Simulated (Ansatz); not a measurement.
System: C$_{2}$H$_{7}$BOSi (SMILES CC1([SiH3])BO1).

```xyz
12

C    -1.3560   -0.1433   -0.6533
C     0.0451    0.2133   -0.1999
Si    0.7887   -0.7566    1.2449
B     0.9066    1.1853   -1.0114
O     0.2480    1.7470   -0.0099
H    -2.0907   -0.0550    0.1660
H    -1.3743   -1.1885   -1.0059
H    -1.6985    0.4934   -1.4845
H     0.8372   -2.2051    0.8834
H    -0.0421   -0.6026    2.4767
H     2.1703   -0.2683    1.5171
H     1.6427    1.5254   -1.8893
```

Level of theory: RKS B3LYP/def2-SVP in Ansatz 0.2.0.

> What can the converged electron density and electron localisation function tell about the bonding?

C–C (1.52 Å): ρ is about 1.7 e/Å³ halfway; the ELF peaks at about 0.95 between the atoms: a covalent bond.
C–B (1.53 Å): ρ is about 1.3 e/Å³ halfway; the ELF peaks at about 0.85 between the atoms; localised, covalent bonding.
C–Si (1.89 Å): ρ is about 0.95 e/Å³ halfway; the ELF peaks at about 1 between the atoms; a covalent bond.
C–H (1.10 Å): the density is about 1.9 e/Å³ at the midpoint; the ELF climbs to about 1 towards the hydrogen, as it does in any bond to H; an ordinary covalent bond to hydrogen.

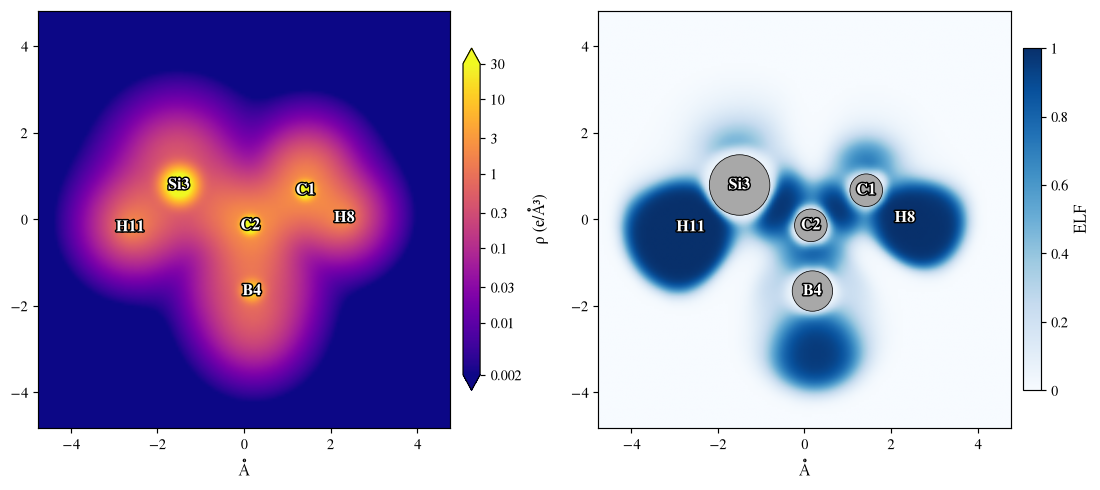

Computed electron density and electron localisation function on the plane of atoms C1, C2 and Si3, in this order. Grey discs cover the atomic cores in the ELF map. 
